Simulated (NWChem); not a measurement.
# One shape, several levels: GeNH5 (Ge(NH2)H3)

Wanted: a comparison of 4 runs (HF/STO-3G, HF/3-21G, B3LYP/6-31G*) of GeNH5 (Ge(NH2)H3). 

The calculation is run with NWChem 7.3.0.

## 1. The molecule

GeNH5 has 7 atoms, charge 0, and is taken as a singlet. As SMILES, `[H][Ge]([H])([H])[NH2]`. Geometry: a GFN2-xTB relaxation, a rough one for these elements and not checked as a minimum.

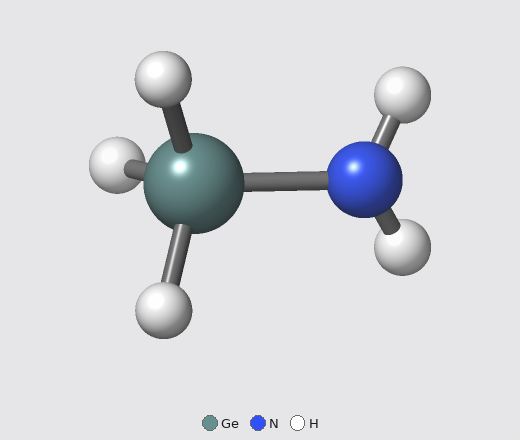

Viewed from a chosen angle; germanium teal, nitrogen blue, hydrogen white.

## 2. Energy and gradient at HF/STO-3G (run 1)

File a.xyz:

```xyz
7

Ge     0.001870     0.008200    -0.700060
N      0.101990     0.207170     1.092580
H      0.696620    -0.444610     1.586460
H     -0.773000     0.276660     1.592730
H      1.409380    -0.001760    -1.191150
H     -0.742670     1.197230    -1.206820
H     -0.694180    -1.242890    -1.173740
```

File a.nw:

```
start a
memory stack 880 mb heap 220 mb global 1100 mb
geometry noautosym nocenter noautoz
 load a.xyz
end
basis spherical bse
 * library STO-3G
end
scf
 singlet
 rhf
 thresh 1e-08
 maxiter 80
end
task scf gradient
```

Started as:

```sh
nwchem a.nw > a.out
```

The log of the run:

```text
[...]
  functions       =    28
[...]
  wavefunction    = RHF
[...]
         Total SCF energy =  -2108.413683150385
      One-electron energy =  -3210.512901954689
      Two-electron energy =    975.202263530705
 Nuclear repulsion energy =    126.896955273599
        Time for solution =      1.3s
[...]
                         RHF ENERGY GRADIENTS
    atom               coordinates                        gradient
                 x          y          z           x          y          z
   1 Ge      0.003534   0.015496  -1.322922   -0.001055  -0.002693   0.004826
   2 N       0.192733   0.391495   2.064677   -0.002895  -0.003743   0.027811
   3 H       1.316421  -0.840191   2.997975   -0.004051   0.007408  -0.005402
   4 H      -1.460758   0.522812   3.009823    0.009272   0.001058  -0.005818
   5 H       2.663342  -0.003326  -2.250947    0.021689   0.000217  -0.005378
   6 H      -1.403443   2.262437  -2.280559   -0.011206   0.018698  -0.005551
   7 H      -1.311810  -2.348722  -2.218047   -0.011755  -0.020945  -0.010488
[...]
```

It took 2.4 s on 1 thread of Intel Xeon Platinum 8488C (Sapphire Rapids), shared host; peak memory 0.099 GiB.

## 3. Energy and gradient at HF/3-21G (run 2)

File run.py:

```python
from ase import Atoms
from ase.calculators.nwchem import NWChem

system = Atoms('GeNHHHHH', positions=[
    [0.001870, 0.008200, -0.700060],
    [0.101990, 0.207170, 1.092580],
    [0.696620, -0.444610, 1.586460],
    [-0.773000, 0.276660, 1.592730],
    [1.409380, -0.001760, -1.191150],
    [-0.742670, 1.197230, -1.206820],
    [-0.694180, -1.242890, -1.173740],
])

calc = NWChem(
    label='nw',
    theory='scf',
    memory='2200 mb',
    basis='3-21G',
    basispar='spherical bse',
    scf={'nopen': '0', 'rhf': None, 'thresh': '1e-08', 'maxiter': '80', 'print': 'low'},
)
system.calc = calc

forces = system.get_forces()
e = system.get_potential_energy()
print(f"E = {e:.6f} eV")
print("forces (eV/A):")
for s, f in zip(system.symbols, forces):
    print(f"{s:2s} {f[0]:10.5f} {f[1]:10.5f} {f[2]:10.5f}")
```

Started as:

```sh
export ASE_NWCHEM_COMMAND="nwchem PREFIX.nwi > PREFIX.nwo"
python run.py
```

The log of the run:

```text
E = -57752.800593 eV
forces (eV/A):
Ge    0.08603    0.29136    0.50450
N    -0.47000   -1.08069    0.52867
H     0.12989    0.42433    0.01368
H     0.22348    0.38047    0.02998
H     0.81293   -0.04577   -0.40721
H    -0.45215    0.64576   -0.43303
H    -0.33013   -0.61547   -0.23654
```

The calculator wrote nw.nwi:

```
title "nw"

permanent_dir nw

scratch_dir nw

start nw

geometry units angstrom nocenter noautosym noautoz
  Ge 1.8699999999999999e-03 8.2000000000000007e-03 -7.0006000000000002e-01
  N  1.0199000000000000e-01 2.0716999999999999e-01 1.0925800000000001e+00
  H  6.9662000000000002e-01 -4.4461000000000001e-01 1.5864600000000000e+00
  H  -7.7300000000000002e-01 2.7666000000000002e-01 1.5927300000000000e+00
  H  1.4093800000000001e+00 -1.7600000000000001e-03 -1.1911499999999999e+00
  H  -7.4267000000000005e-01 1.1972300000000000e+00 -1.2068200000000000e+00
  H  -6.9418000000000002e-01 -1.2428900000000001e+00 -1.1737400000000000e+00
end

memory 2200 mb

basis spherical bse noprint
   * library 3-21G
end

scf
  nopen 0
  rhf
  thresh 1e-08
  maxiter 80
  print low
end

task scf gradient
```

nw.nwo:

```text
Northwest Computational Chemistry Package (NWChem) 7.3.0
             --------------------------------------------------------

           Job information
           ---------------

    nwchem branch   = 7.3.0
    use scalapack   = T
    input           = nw.nwi
    prefix          = nw.
    data base       = nw/nw.db
    status          = startup
    nproc           =        1

           Memory information
           ------------------

    heap     =     72089594 doubles =      550.0 Mbytes
    stack    =     72089599 doubles =      550.0 Mbytes
    global   =    144179200 doubles =     1100.0 Mbytes (distinct from heap & stack)
    total    =    288358393 doubles =     2200.0 Mbytes
    verify   = yes
    hardfail = no

           Directory information
           ---------------------

  0 permanent = nw
  0 scratch   = nw

                                NWChem Input Module
                                -------------------

                                        nw
                                        --

[... 27 lines left out ...]
            Nuclear Dipole moment (a.u.)
[... 67 lines left out ...]
 Forming initial guess at       0.0s

 Starting SCF solution at       0.1s

       Final RHF  results
       ------------------

         Total SCF energy =  -2122.376292839506
      One-electron energy =  -3213.743760843132
      Two-electron energy =    964.470512730028
 Nuclear repulsion energy =    126.896955273598

        Time for solution =      1.7s

                              NWChem Gradients Module
                              -----------------------

                         RHF ENERGY GRADIENTS

    atom               coordinates                        gradient
                 x          y          z           x          y          z
   1 Ge      0.003534   0.015496  -1.322922   -0.001673  -0.005666  -0.009811
   2 N       0.192733   0.391495   2.064677    0.009140   0.021016  -0.010281
   3 H       1.316421  -0.840191   2.997975   -0.002526  -0.008252  -0.000266
   4 H      -1.460758   0.522812   3.009823   -0.004346  -0.007399  -0.000583
   5 H       2.663342  -0.003326  -2.250947   -0.015809   0.000890   0.007919
   6 H      -1.403443   2.262437  -2.280559    0.008793  -0.012558   0.008421
   7 H      -1.311810  -2.348722  -2.218047    0.006420   0.011969   0.004600

 Task  times  cpu:        2.2s     wall:        2.2s
 Total times  cpu:        2.2s     wall:        2.2s
```

Wall time 3.6 s (1 thread of Intel Xeon Platinum 8488C (Sapphire Rapids), shared host); peak memory 0.096 GiB.

Run 3 isn't shown in full; the table further down has it.

## 4. Energy and gradient at B3LYP/6-31G(d) (Cartesian functions) (run 4)

File geh5n.nw:

```
start geh5n
memory total 2200 mb

geometry units angstroms noautosym nocenter noautoz
   Ge     0.001870     0.008200    -0.700060
   N      0.101990     0.207170     1.092580
   H      0.696620    -0.444610     1.586460
   H     -0.773000     0.276660     1.592730
   H      1.409380    -0.001760    -1.191150
   H     -0.742670     1.197230    -1.206820
   H     -0.694180    -1.242890    -1.173740
end

basis cartesian
   * library 6-31G*
end

dft
   xc b3lyp
   grid xfine
   convergence energy 1e-08
   maxiter 100
   mulliken
end

task dft gradient
```

Started as:

```sh
nwchem geh5n.nw > geh5n.out
```

The log of the run:

```text
[...]
          Wavefunction type:  closed shell.
          No. of atoms     :     7
          No. of electrons :    44
[...]
          Charge           :     0
          Spin multiplicity:     1
[...]
          AO basis - number of functions:    60
[...]
              XC Information
              --------------
                         B3LYP Method XC Potential
                     Hartree-Fock (Exact) Exchange  0.200
                        Slater Exchange Functional  0.800 local
                    Becke 1988 Exchange Functional  0.720 non-local
              Lee-Yang-Parr Correlation Functional  0.810
                  VWN I RPA Correlation Functional  0.190 local
[...]
 d= 0,ls=0.0,diis     1  -2134.4709198097 -2.26D+03  1.41D-02  1.11D+00     2.7
[...]
 d= 0,ls=0.0,diis     8  -2134.5112046490 -4.24D-09  4.02D-06  1.25D-07    16.6
         Total DFT energy =    -2134.511204648964
      One electron energy =    -3224.138116270145
           Coulomb energy =     1050.598222533906
    Exchange-Corr. energy =      -87.868266186323
 Nuclear repulsion energy =      126.896955273599
[...]
      Total Density - Mulliken Population Analysis
     ---------------------------------------------
    Atom       Charge   Shell Charges
 -----------   ------   -------------------------------------------------------
    1 Ge  32    31.89   2.00  1.99  6.00  1.93  5.99  1.33  2.17  0.10  0.26  6.92  2.95  0.25
    2 N    7     7.80   1.99  0.78  2.51  0.83  1.65  0.03
    3 H    1     0.68   0.51  0.18
    4 H    1     0.68   0.51  0.18
    5 H    1     0.97   0.50  0.47
    6 H    1     0.97   0.50  0.47
    7 H    1     1.00   0.50  0.50
[...]
  wavefunction    = closed shell
                         DFT ENERGY GRADIENTS
    atom               coordinates                        gradient
                 x          y          z           x          y          z
   1 Ge      0.003534   0.015496  -1.322922    0.002315   0.003189   0.000970
   2 N       0.192733   0.391495   2.064677   -0.003767  -0.005474  -0.022012
   3 H       1.316421  -0.840191   2.997975   -0.002297   0.002972   0.000113
   4 H      -1.460758   0.522812   3.009823    0.004428  -0.000289  -0.000246
   5 H       2.663342  -0.003326  -2.250947   -0.017980   0.000226   0.007376
   6 H      -1.403443   2.262437  -2.280559    0.009507  -0.014829   0.007716
   7 H      -1.311810  -2.348722  -2.218047    0.007795   0.014206   0.006082
[...]
```

It took 23 s on 1 thread of Intel Xeon Platinum 8488C (Sapphire Rapids), shared host; peak memory 0.13 GiB.

## 5. All runs side by side

| run | level | iteration cap | module | energy (Eh) | dipole moment (D) | largest force (eV/Å) | wall time |
| --- | --- | --- | --- | --- | --- | --- | --- |
| 1 | HF/STO-3G | 80 | scf | -2108.413683 | 1.24 | 1.451 | 2.4 s |
| 2 | HF/3-21G | 80 | scf | -2122.376293 | – | 1.292 | 3.6 s |
| 3 | B3LYP/6-31G* (spherical functions) | 100 | dft | -2134.504504 | 1.22 | 1.227 | 21 s |
| 4 | B3LYP/6-31G* (Cartesian functions) | 100 | dft | -2134.511205 | 1.21 | 1.182 | 23 s |

## 6. Summary of results

| quantity | value |
| --- | --- |
| run 4: total energy | -2134.51120 Eh |
| run 4: dipole moment | 1.21 D |
| run 4: HOMO energy | -6.60 eV |
| run 4: LUMO energy | 0.54 eV |
| run 4: HOMO–LUMO gap | 7.14 eV |
| run 4: largest force on an atom | 1.182 eV/Å |

Over runs 1, 3, 4 the dipole moment (its size) runs from 1.21 D (B3LYP/6-31G*) to 1.24 D (HF/STO-3G). The two ends differ in method and basis. In run 1 the basis is minimal, so the values are rough. All runs together took 50 s, the longest 23 s.
